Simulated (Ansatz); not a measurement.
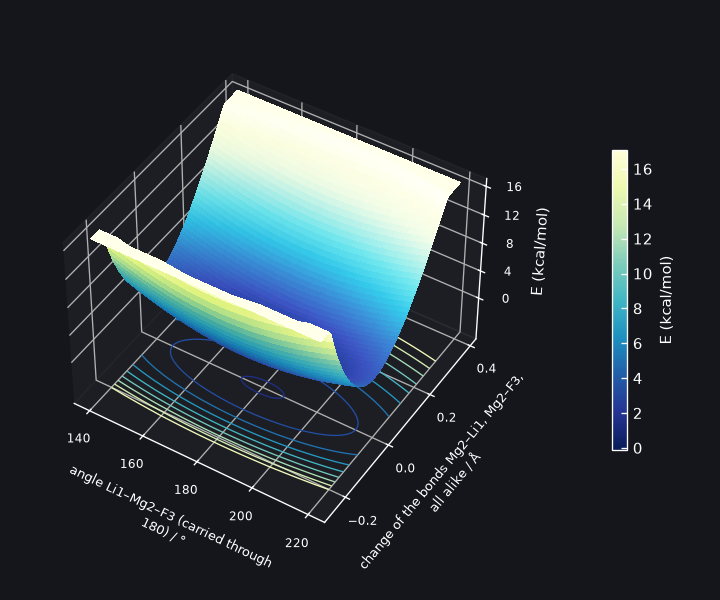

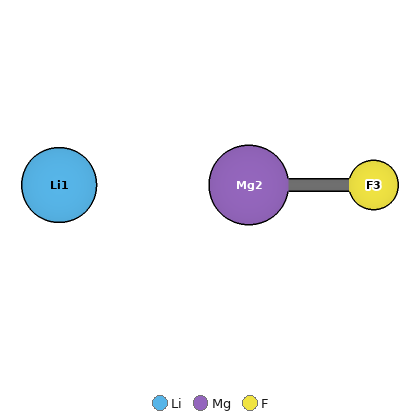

Energy landscape of FLiMg. 
- The first coordinate is: angle Li1–Mg2–F3 (carried through 180); the second: change of the bonds Mg2–Li1, Mg2–F3, all alike.
- Nothing is relaxed (all other coordinates rigid).
- Grid: 15 × 15 points; 142 points were computed and 83 follow by symmetry.
- Points are written as (first, second).
- Energies are in kcal/mol, from the lowest grid point.
- Method: Ansatz, RKS B3LYP-D4/def2-TZVP.

In the figure: a relief with its contours projected below, any walls above the top of the colour scale cut off. Between grid points the surface is interpolated. The second picture is the structure at the lowest point.

**What does the map say about the system?**

The lowest grid point is at (180.0°, 0.023 Å). It is the only kind of minimum in the scanned range. The highest grid point, (140.0°, −0.248 Å), lies 24.9 kcal/mol above the lowest. Round the minimum the two coordinates are nearly uncoupled.

Time for the 142 points that were run: 3.3 min on 1 thread of Arm Neoverse V2 (shared host).
